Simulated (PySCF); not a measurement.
# C4H15NOSi3: what the fields show

```xyz
24

C     3.1164    1.7699   -0.1259
N     2.3953    0.6305   -0.6384
Si    1.0101   -0.0364    0.1505
C     0.4433   -1.4673   -0.9601
Si   -1.2280   -2.1832   -0.4410
C    -2.5134   -0.7883   -0.3826
Si   -2.0092    0.6673    0.7277
O    -1.8294    0.1920    2.2788
C    -0.3066    1.3266    0.2449
H     3.8413    1.4959    0.6492
H     2.4032    2.4659    0.3077
H     3.6504    2.2752   -0.9335
H     3.0163   -0.0174   -1.0994
H     1.2797   -0.5529    1.5091
H     1.1905   -2.2583   -0.9486
H     0.3828   -1.1220   -1.9911
H    -1.6640   -3.2130   -1.4044
H    -1.1211   -2.8307    0.8766
H    -2.6828   -0.4222   -1.3930
H    -3.4693   -1.1902   -0.0483
H    -3.0462    1.7157    0.6699
H    -2.4886   -0.3493    2.7030
H    -0.3773    1.8348   -0.7149
H    -0.0050    2.0772    0.9714
```

Geometry: GFN2-xTB.

Theory: PySCF, PBE0/pcSseg-1, SCF density, gas phase, non-relativistic.

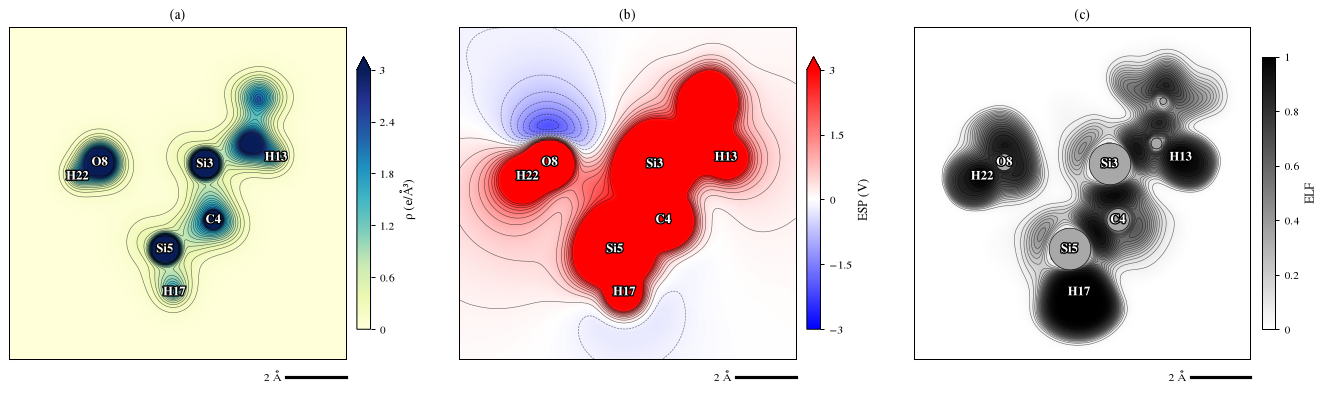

Figure 1. (a) total electron density; (b) electrostatic potential; (c) electron localisation function on the plane of atoms Si3, C4 and Si5. Grey discs cover the atomic cores in the ELF map.

**What does the map show?**

- Atoms in the plane: Si, C, O and H.
- C–Si (1.90 Å): the density is about 0.91 e/Å³ at the midpoint; the ELF peaks at about 0.95 between the atoms, as expected for a shared electron pair.
- O–H (0.95 Å): ρ is about 3.7 e/Å³ halfway; the ELF climbs to about 1 towards the hydrogen, as it does in any bond to H; a covalent bond by its length.
- The ELF also peaks beside O8, away from the bonds: lone-pair regions.
- Outside the dense part of the molecule the potential is most negative (−2.0 V) near O8.

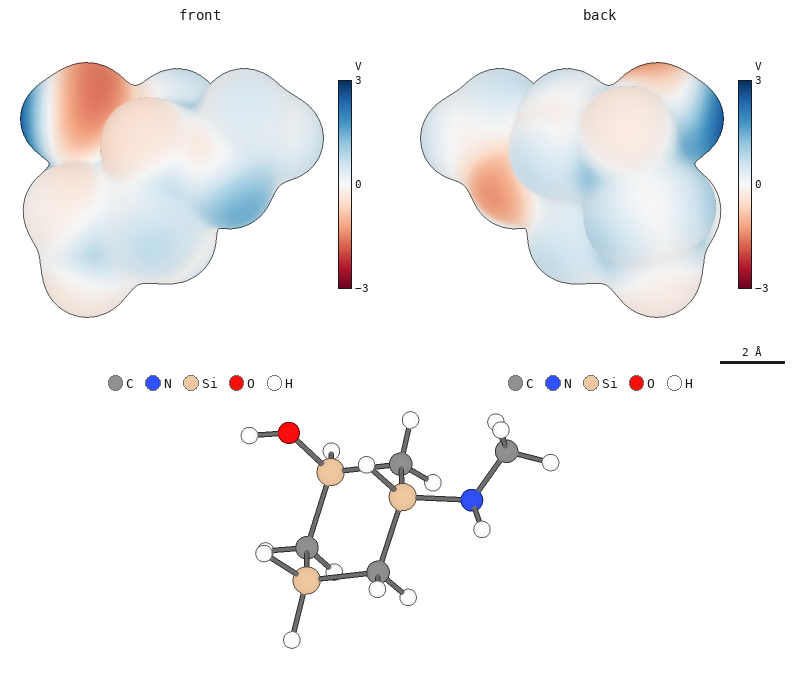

Figure 2. The molecular electrostatic potential painted on the density surface at 0.002 e/bohr³, seen from the front and from behind; the colour scale runs from red (negative) to blue (positive). The bare structure is drawn below in the same view.

**Describe the electrostatic potential map.**

The most negative region (about −1.6 V) lies over O8, the most positive (about +2.3 V) over H22. O8 is the likeliest acceptor of a hydrogen bond.
